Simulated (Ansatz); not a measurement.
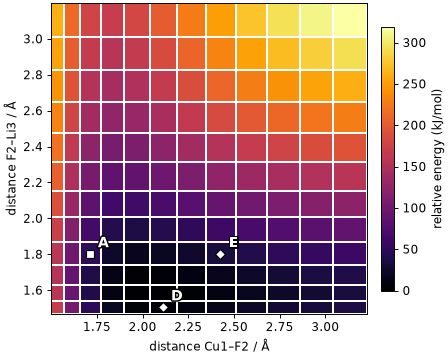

The system Cu + FLi, spin multiplicity 2. Coordinates scanned: (1) distance Cu1–F2; (2) distance F2–Li3. Nothing is relaxed (the angle Cu1–F2–Li3 is fixed at 180 degrees). The grid has 12 × 12 points. Points are written as (first, second). All energies are given in kJ/mol relative to the lowest grid point. Theory: Ansatz 0.2.0, UKS PBE0-D4/def2-TZVPD.

Drawn: one coloured cell a grid point, lettered points.

Is A the lowest point of the computed grid?

No. A lies 49 kJ/mol above the lowest grid point, which is at (2.110 Å, 1.575 Å).

What kind of point is each of A, E: minimum, saddle, maximum or slope?

A: on a slope; E: on a slope. (In these two coordinates alone; a stationary point may lie a little off the grid point.)
